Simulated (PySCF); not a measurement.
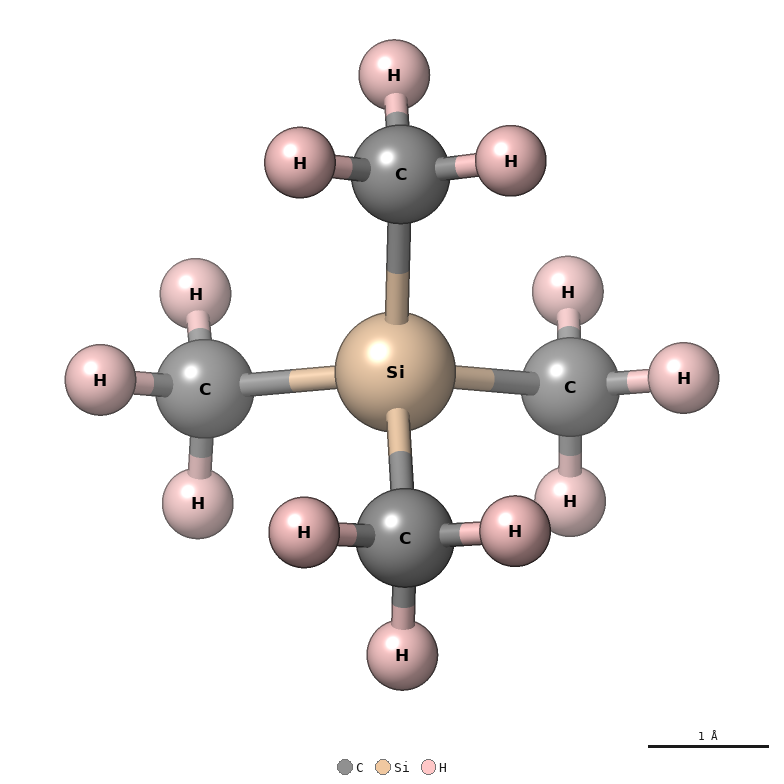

Distant atoms are faded towards the background colour. The geometry was computed by an optimisation with PBE0-D3(BJ)/def2-TZVP. No frequency run is at hand to confirm it as a minimum. Masses are those of the most abundant isotopes; constants are for the rigid equilibrium geometry.

Classify the rotor and give the rotational constants (cm⁻¹).

A spherical top (Td): A = B = C = 0.104 cm⁻¹.
